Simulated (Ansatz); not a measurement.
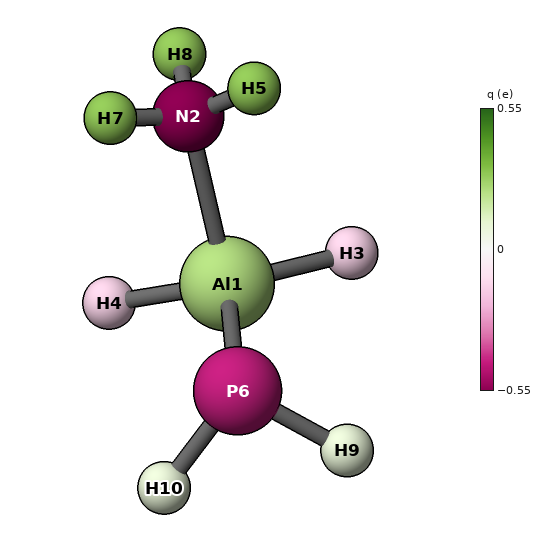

Atoms are coloured by their Mulliken charges. The geometry was computed by an optimisation with PBE0-D4/def2-TZVP. Method: RKS PBE0-D4/def2-TZVP (Ansatz 0.2.0).

### Which atom carries the highest charge (most positive or least negative)?

H5, H7, H8 (0.29 e).

### And the lowest?

N2 (−0.55 e).

Give the Mulliken charges atom by atom.

| atom | value (e) |
| --- | --- |
| Al1 | 0.23 |
| N2 | −0.55 |
| H3 | −0.14 |
| H4 | −0.14 |
| H5 | 0.29 |
| P6 | −0.43 |
| H7 | 0.29 |
| H8 | 0.29 |
| H9 | 0.08 |
| H10 | 0.08 |

Mulliken values depend strongly on the basis set and can even reverse the polarity of a bond.
